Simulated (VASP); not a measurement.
Given:

```
CELL_PARAMETERS angstrom
      1.74529    -3.02293     0.00000
      1.74529     3.02293     0.00000
      0.00000     0.00000     5.59208
ATOMIC_POSITIONS crystal
  Tl 0.33333 0.66667 0.25000
  Tl 0.66667 0.33333 0.75000
```

Computed with PBE GGA with D3 dispersion (Becke-Johnson damping), VASP's PBE PAW potentials (set 64) (plane waves; VASP 6.6.1). Settings: 520 eV cut-off, 13×13×8 Γ-centred mesh, tetrahedra with Blöchl corrections, potentials Tl_d.

Unless said otherwise, spin-orbit coupling is left out, though it shifts the bands of the heavy elements here.

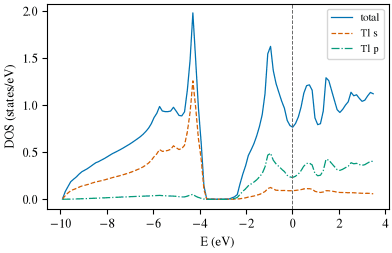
Total and projected density of states, zero at the Fermi level

Within 2 eV below the Fermi level the largest weight inside VASP's projection spheres is Tl p, then Tl s.

It has no gap at this level: it comes out as a metal or semimetal.

The compound is Tl in the hcp structure. It was relaxed first.
